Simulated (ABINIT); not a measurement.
# GaN (P6_3mc): G0W0 in ABINIT against the k mesh, part 2 of 2

Wanted: the cheapest k mesh that holds the gap of GaN (P6_3mc).

ABINIT 10.8.3; PBE and many-body steps on it, plane waves. Known limits of the many-body steps: not at the basis limit; exchange with frozen shells missing; no spin-orbit coupling; coarse k mesh.

So far. Step 4 (Empty states on the mesh, 6×6×4 mesh, 56 bands): On this mesh the gap is 2.006 eV. Step 5 (Screening, 3×3×1 mesh, 52 bands, screening to 130.6 eV): Local fields lower ε∞ by 8 %. On a Γ-centred mesh this coarse the value itself is usually too large, while a short band sum pulls it down.

The database entry behind the starting cell differs from later determinations by our own check (about 0.3 % short, ideal inner coordinate), so it need not match the best structure at ambient conditions.

## Step 8: 3×3×2

The self-energy is evaluated for the states that the input lists, and the levels follow from it, in one-shot runs by the linearised quasiparticle equation.

This step: G0W0 on PBE, plane waves, norm-conserving pseudopotentials.

run.abi reads:

```
acell 3*1.0 Angstrom
rprim 
  3.179999999980 0.000000000005 0.000000000000
  -1.589999999994 2.753960784015 0.000000000000
  0.000000000000 0.000000000000 5.166000000000
ntypat 2
znucl 31 7
natom 4
typat 1 1 2 2
xred 
  0.333333333333 0.666666666667 0.000000000000
  0.666666666667 0.333333333333 0.500000000000
  0.333333333333 0.666666666667 0.375000000000
  0.666666666667 0.333333333333 0.875000000000
pp_dirpath "pseudos"
pseudos "Ga.upf, N.upf"
ecut 36
ngkpt 3 3 2
nshiftk 1
shiftk 0 0 0
kptopt 1
chksymbreak 0
istwfk *1
occopt 1
irdwfk 1
optdriver 4
nband 52
gwcalctyp 0
ecutsigx 36
symsigma 1
nkptgw 1
kptgw 
  0.0000000000 0.0000000000 0.0000000000
bdgw 
  17 20
ecuteps 4.8
irdscr 1
ppmodel 1
indata_prefix "in"
outdata_prefix "out"
tmpdata_prefix "tmp"
```

On the command line:

```
$ OMP_NUM_THREADS=1 mpirun -n 8 abinit run.abi > log
```

Numbers of over 12 decimals in the logs are rounded to 6 here.

The program printed:

```text
.Version 10.8.3 of ABINIT. v10.8.2 released Aug 2026.

 Symmetries : space group P6_3 m c (#186); Bravais hP (primitive hexag.)
[... echo of the input left out ...]
== DATASET  1 ==================================================================
-   mpi_nproc: 8, omp_nthreads: 1 (-1 if OMP is not activated)

--- !DatasetInfo
iteration_state: {dtset: 1, }
dimensions: {natom: 4, nkpt: 6, mband: 52, nsppol: 1, nspinor: 1, nspden: 1, mpw: 3162, }
cutoff_energies: {ecut:  36.0, pawecutdg:  -1.0, }
electrons: {nelect:   3.60000000E+01, charge:   0.00000000E+00, occopt:   1.00000000E+00, tsmear:   1.00000000E-02, }

 SIGMA: Calculation of the GW corrections

 Based on a program developped by R.W. Godby, V. Olevano, G. Onida, and L. Reining.
 Incorporated in ABINIT by V. Olevano, G.-M. Rignanese, and M. Torrent.
.Using double precision arithmetic ; gwpc =  8

[... cell and pseudopotentials left out ...]
--------------------------------------------------------------------------------

 ==== K-mesh for the wavefunctions ====
 Number of points in the irreducible wedge :     6
[... list of points left out ...]
 Together with 12 symmetry operations and time-reversal symmetry
 yields    18 points in the full Brillouin Zone.

 ==== Q-mesh for screening function ====
 Number of points in the irreducible wedge :     6
[... list of points left out ...]
 Together with 12 symmetry operations and time-reversal symmetry
 yields    18 points in the full Brillouin Zone.

 vcoul_init : cutoff-mode = AUXILIARY_FUNCTION
 q-points for optical limit:   1
     1)      0.000010    0.000020    0.000030
 setmesh: FFT mesh size selected  =    30x   30x   54
          total number of points  =        48600

 Number of electrons calculated from density =   36.0000; Expected =   36.0000
[...]
number of k-points in IBZ                           6
 number of q-points in IBZ                           6
 number of symmetry operations                      12
 number of k-points in BZ                           18
 number of q-points in BZ                           18
 number of frequencies for dSigma/dE                 9
 frequency step for dSigma/dE [eV]                0.25
 number of omega for Sigma on real axis              0
 max omega for Sigma on real axis  [eV]           0.00
 zcut for avoiding poles [eV]                     0.10

 EPSILON^-1 parameters (SCR file):
 dimension of the eps^-1 matrix on file            147
 dimension of the eps^-1 matrix used               147
 number of plane-waves for wavefunctions          3153
 number of bands                                    52
 number of q-points in IBZ                           6
 number of frequencies                               2
 number of real frequencies                          1
 number of imag frequencies                          1

 matrix elements of self-energy operator (all in [eV])

 Perturbative Calculation

--- !SelfEnergy_ee
iteration_state: {dtset: 1, }
kpoint     : [   0.000,    0.000,    0.000, ]
spin       : 1
KS_gap     :    2.006
QP_gap     :    2.174
Delta_QP_KS:    0.168
data: !SigmaeeData |
     Band     E0 <VxcDFT>   SigX SigC(E0)      Z dSigC/dE  Sig(E)    E-E0       E
       17   5.475 -18.443 -21.421   3.847   0.797  -0.255 -17.751   0.692   6.167
       18   5.475 -18.443 -21.421   3.847   0.797  -0.255 -17.751   0.692   6.167
       19   7.481 -13.937  -9.460  -3.426   0.818  -0.222 -13.077   0.860   8.341
       20   9.813 -13.383  -8.295  -3.905   0.828  -0.208 -12.404   0.979  10.792

== END DATASET(S) ==============================================================
================================================================================

 -outvars: echo values of variables after computation  --------
           etotal      0.0000000000E+00
            nband          52
             nkpt           6
          spgroup         186
 [... the other variables as echoed above ...]

 Calculation completed.
```

It took 3.3 s on 8 MPI ranks of Intel Xeon Platinum 8488C (Sapphire Rapids), shared host; peak memory 0.75 GiB; 23 s of CPU time.

This step gave:

```
G0W0 gap on the points computed              : 2.174 eV
starting gap on the mesh                     : 2.006 eV
k of the valence top                         : 0, 0, 0
k of the conduction bottom                   : 0, 0, 0
Z at the valence top                         : 0.797
Z at the conduction bottom                   : 0.818
least direct G0W0 gap on the computed points : 2.174 eV
```

The gap on the mesh goes from 2.01 eV to 2.17 eV, a correction of +0.17 eV.

## Step 9: Screening, 6×6×4 mesh, 52 bands, screening to 130.6 eV

This step: RPA screening on PBE, plane waves, norm-conserving pseudopotentials.

run.abi, as its differences from that of step 8:

```diff
@@ -17,3 +17,3 @@
 ecut 36
-ngkpt 3 3 2
+ngkpt 6 6 4
 nshiftk 1
@@ -25,15 +25,8 @@
 irdwfk 1
-optdriver 4
+optdriver 3
 nband 52
-gwcalctyp 0
-ecutsigx 36
-symsigma 1
-nkptgw 1
-kptgw 
-  0.0000000000 0.0000000000 0.0000000000
-bdgw 
-  17 20
 ecuteps 4.8
-irdscr 1
-ppmodel 1
+inclvkb 2
+awtr 1
+symchi 1
 indata_prefix "in"
```

The program printed:

```text
.Version 10.8.3 of ABINIT. v10.8.2 released Aug 2026.

 Symmetries : space group P6_3 m c (#186); Bravais hP (primitive hexag.)
[... echo of the input left out ...]
== DATASET  1 ==================================================================
-   mpi_nproc: 8, omp_nthreads: 1 (-1 if OMP is not activated)

--- !DatasetInfo
iteration_state: {dtset: 1, }
dimensions: {natom: 4, nkpt: 21, mband: 52, nsppol: 1, nspinor: 1, nspden: 1, mpw: 3168, }
cutoff_energies: {ecut:  36.0, pawecutdg:  -1.0, }
[...]
--------------------------------------------------------------------------------
[... chi0 elements left out ...]
 For q-point:  0.000010 0.000020 0.000030
  dielectric constant =   5.7748
  dielectric constant without local fields =   6.1688

  Average fulfillment of the sum rule on Im[epsilon] for q-point    1 :     33.38  [%]
[... wings left out ...]
  q-point number  2        q = ( 0.166667, 0.000000, 0.000000) [r.l.u.]
--------------------------------------------------------------------------------
[... chi0 elements left out ...]
  Average fulfillment of the sum rule on Im[epsilon] for q-point    2 :     47.13  [%]

 [... 19 further q-points ...]
```

Wall time 43 s (8 MPI ranks); peak memory 1.7 GiB.

Numbers from this step:

```yaml
eps_infinity_with_local_fields_on_this_mesh_along_the_program_s_q_direction: 5.775
the_same_without_local_fields: 6.169
plasma_frequency: 33.12 eV
plane_waves_in_the_screening_matrix: 147
```

## Step 10: 6×6×4

This step: G0W0 on PBE, plane waves, norm-conserving pseudopotentials.

run.abi, as its differences from that of step 9:

```diff
@@ -25,8 +25,15 @@
 irdwfk 1
-optdriver 3
+optdriver 4
 nband 52
+gwcalctyp 0
+ecutsigx 36
+symsigma 1
+nkptgw 1
+kptgw 
+  0.0000000000 0.0000000000 0.0000000000
+bdgw 
+  17 20
 ecuteps 4.8
-inclvkb 2
-awtr 1
-symchi 1
+irdscr 1
+ppmodel 1
 indata_prefix "in"
```

The program printed:

```text
.Version 10.8.3 of ABINIT. v10.8.2 released Aug 2026.

 Symmetries : space group P6_3 m c (#186); Bravais hP (primitive hexag.)
[... echo of the input left out ...]
== DATASET  1 ==================================================================
-   mpi_nproc: 8, omp_nthreads: 1 (-1 if OMP is not activated)

--- !DatasetInfo
iteration_state: {dtset: 1, }
dimensions: {natom: 4, nkpt: 21, mband: 52, nsppol: 1, nspinor: 1, nspden: 1, mpw: 3168, }
cutoff_energies: {ecut:  36.0, pawecutdg:  -1.0, }
[...]
18   5.475 -18.404 -21.332   3.534   0.799  -0.252 -17.921   0.483   5.958
       19   7.481 -13.955 -10.011  -3.002   0.822  -0.216 -13.181   0.774   8.255
       20   9.813 -13.421  -8.681  -3.645   0.831  -0.203 -12.510   0.911  10.724

== END DATASET(S) ==============================================================
================================================================================

 -outvars: echo values of variables after computation  --------
           etotal      0.0000000000E+00
            nband          52
             nkpt          21
          spgroup         186
 [... the other variables as echoed above ...]

 Calculation completed.
```

The job ended after 4.8 s (8 MPI ranks; peak memory 0.39 GiB).

Numbers from this step:

* G0W0 gap on the points computed: 2.297 eV
* starting gap on the mesh: 2.006 eV
* k of the valence top: 0, 0, 0
* k of the conduction bottom: 0, 0, 0
* least direct G0W0 gap on the computed points: 2.297 eV

Against the run before, the gap moves by +0.123 eV.

## Step 11: Side by side

Times are wall times on 8 MPI ranks of Intel Xeon Platinum 8488C (Sapphire Rapids), shared host, good to a factor of about two. A run's time includes the screening step that it read.

| run | mesh | bands | screening cutoff (eV) | DFT gap (eV) | gap on the mesh (eV) | direct (eV) | ε∞ used | time |
| --- | --- | --- | --- | --- | --- | --- | --- | --- |
| 3×3×1 | 3×3×1 | 52 | 130.6 | 2.006 | 2.052 | 2.052 | 12.06 | 6.4 s |
| 3×3×2 | 3×3×2 | 52 | 130.6 | 2.006 | 2.174 | 2.174 | 9.28 | 8.4 s |
| 6×6×4 | 6×6×4 | 52 | 130.6 | 2.006 | 2.297 | 2.297 | 5.77 | 47 s |

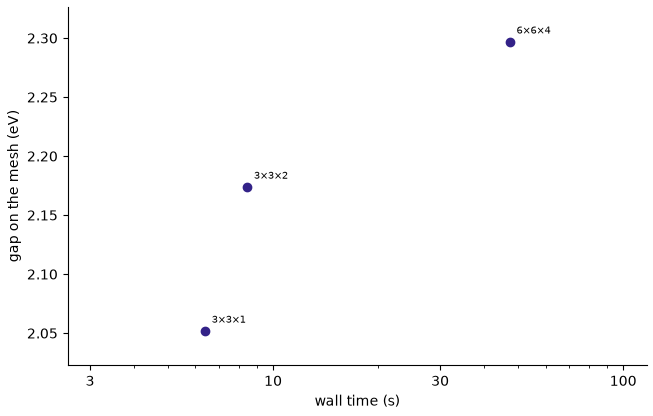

Result against wall time.

## Step 12: Summary of results

| Property | Result |
| --- | --- |
| 3×3×1 | 2.052 eV |
| 3×3×2 | 2.174 eV |
| 6×6×4 | 2.297 eV |
| known limits | not at the basis limit; exchange with frozen shells missing; no spin-orbit coupling; coarse k mesh |

The setting moved: k mesh. From 3×3×1 to 6×6×4 the gap moves by +0.25 eV, for 7.4 times the time. The last step still moves it by +0.123 eV. Bands and screening cutoff are coupled, so a series along one setting does not show full convergence. Bands and cutoff are finite, so the gap is not at the basis limit. The miss can reach some tenths of an eV and take either sign; the mesh is an error of its own. In the G0W0 runs levels were corrected at 1 k point alone, so a gap called «on the mesh» is the least over those, and an edge elsewhere would be missed. The 3×3×1 mesh is coarse for this cell, which bears on the long-range parts of exchange and screening. The norm-conserving file of at least one element keeps a d shell over frozen s and p shells of the same row. Exchange with those shells is missing from the self-energy, an error of 0.3 to 0.9 eV in cases checked, whose sign depends on which edge lies on those atoms. The many-body steps are scalar-relativistic: spin-orbit coupling is not in them.

[Paths, hosts, dates, memory and timing lines, banners, echoed tables and standing remarks are left out of the program output.]

[Logs are printed without paths, hosts, clocks, repeated set-up lines and the standing remarks that a program may print on its own settings, such as how far it seeks lower states.]

[Runs of the session that timed out or met a known fault of the program may be left out.]

[Hosts, paths, dates, database ids (printed as entryN), source tags and the programs' standing remarks are cut or masked in the printed files.]

[G0W0 gaps are taken among the corrected bands and points alone; a level outside them can change the order at an edge.]

[Where Ansatz stands beside ABINIT at settings called matched, ABINIT's density can come from a denser mesh and the files from another edition; pairs whose starting gaps differed by over 0.03 eV were left out, so agreement reads better than it is.]
